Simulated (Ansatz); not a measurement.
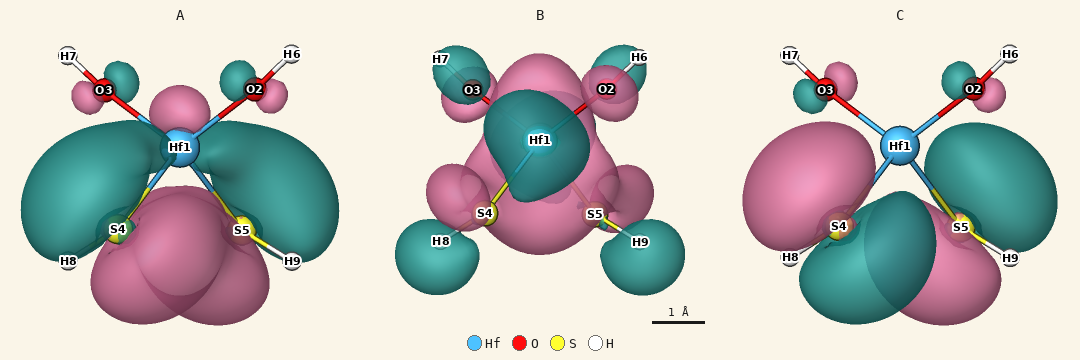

*H4HfO2S2. Three frontier orbitals at ±0.08 Å⁻³ᐟ² (teal and pink are the two phases), in no order.*

Geometry: PBE0-D4/def2-SVP; core potentials replace the inner electrons of Hf.

Level of theory: isolated molecule in a Gaussian basis; Kohn-Sham density functional theory, functional PBE0 in Ansatz.

```xyz
9

Hf    0.0731    0.0436   -0.1545
O    -0.9646    0.8006   -1.5664
O     1.9331   -0.2279   -0.4859
S    -1.0566   -2.0860    0.3411
S     0.0246    1.4762    1.8462
H    -1.3524    1.2475   -2.3169
H     2.8228   -0.3799   -0.8003
H    -0.1528   -2.4314    1.2886
H    -1.3272    1.5573    1.8480
```

> Order the three orbitals by energy and name them.

A is the HOMO−1 (−7.76 eV). It lies mainly on S4 (about 40 %), S5 (about 40 %) and Hf1 (about 15 %); largely a combination of lone pairs on S4 and S5. C is the HOMO (−7.13 eV). It lies mainly on S4 (about 45 %) and S5 (about 45 %); largely a combination of lone pairs on S4 and S5. B is the LUMO (−0.82 eV). It lies mainly on Hf1 (about 60 %), S4 (about 10 %) and S5 (about 10 %).

> What is the HOMO–LUMO gap?

6.31 eV between the orbital energies.
